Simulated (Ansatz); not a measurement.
Cell of LuSi2 (0 0 1) on Si0.75Ge0.25, ordered (1 1 1) (film strained to the substrate, started from cuts of the bulks), with its geometry taken from a PBE run:

```yaml
crystal:
  lattice:
    - [3.90508, 0.00343, -0.23567]
    - [-3.90144, 6.77096, 0.39996]
    - [-2.32540, 2.92728, 28.19648]
  atoms:
    - { symbol: Ge, position: [0.68740, 0.94629, 0.04149] }
    - { symbol: Ge, position: [0.86199, 0.21508, 0.15460] }
    - { symbol: Ge, position: [0.26465, 0.49367, 0.26985] }
    - { symbol: Ge, position: [0.65434, 0.76407, 0.38717] }
    - { symbol: Ge, position: [0.04904, 0.04376, 0.49887] }
    - { symbol: Si, position: [0.46708, 0.45576, 0.04364] }
    - { symbol: Si, position: [0.49992, 0.89217, 0.12492] }
    - { symbol: Si, position: [0.53191, 0.41182, 0.12890] }
    - { symbol: Si, position: [0.86567, 0.72542, 0.15684] }
    - { symbol: Si, position: [0.90933, 0.16903, 0.24217] }
    - { symbol: Si, position: [0.92108, 0.67918, 0.24119] }
    - { symbol: Si, position: [0.26036, 0.99073, 0.27054] }
    - { symbol: Si, position: [0.30319, 0.44475, 0.35628] }
    - { symbol: Si, position: [0.30573, 0.94775, 0.35577] }
    - { symbol: Si, position: [0.64971, 0.26480, 0.38208] }
    - { symbol: Si, position: [0.69190, 0.71081, 0.47523] }
    - { symbol: Si, position: [0.69390, 0.22252, 0.46586] }
    - { symbol: Si, position: [0.03281, 0.52638, 0.49979] }
    - { symbol: Si, position: [0.23907, 0.15097, 0.57858] }
    - { symbol: Si, position: [0.94279, 0.35471, 0.57852] }
    - { symbol: Lu, position: [0.86308, 0.08857, 0.75967] }
    - { symbol: Lu, position: [0.86125, 0.58444, 0.76071] }
    - { symbol: Si, position: [0.49446, 0.29009, 0.69123] }
    - { symbol: Si, position: [0.48197, 0.78506, 0.68408] }
    - { symbol: Si, position: [0.13016, 0.46066, 0.65672] }
    - { symbol: Si, position: [0.14608, 0.97623, 0.65760] }
    - { symbol: Lu, position: [0.92368, 0.01429, 0.89316] }
    - { symbol: Lu, position: [0.93441, 0.51193, 0.89848] }
    - { symbol: Si, position: [0.56550, 0.21605, 0.83182] }
    - { symbol: Si, position: [0.56302, 0.71297, 0.83229] }
    - { symbol: Si, position: [0.22686, 0.38583, 0.82313] }
    - { symbol: Si, position: [0.22523, 0.88640, 0.82220] }
    - { symbol: Si, position: [0.78023, 0.27992, 0.01938] }
    - { symbol: Si, position: [0.63674, 0.64728, 0.96871] }
    - { symbol: Si, position: [0.26119, 0.27604, 0.96311] }
    - { symbol: Si, position: [0.33271, 0.85700, 0.96272] }
```

Method: r2SCAN (plane waves to 500 eV, PAW; Ansatz, an electronic-structure program). Spin–orbit coupling is left out; the runs are not spin-polarised. Its k-point mesh 9×5×1, Fermi–Dirac width 0.05 eV.

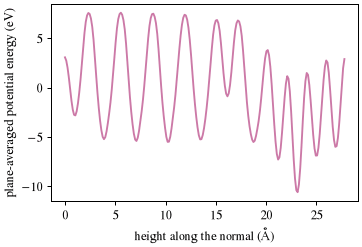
Smooth (PAW) electrostatic potential energy of an electron, averaged over planes, about its mean

The curve spans 18.2 eV over the stretch drawn.
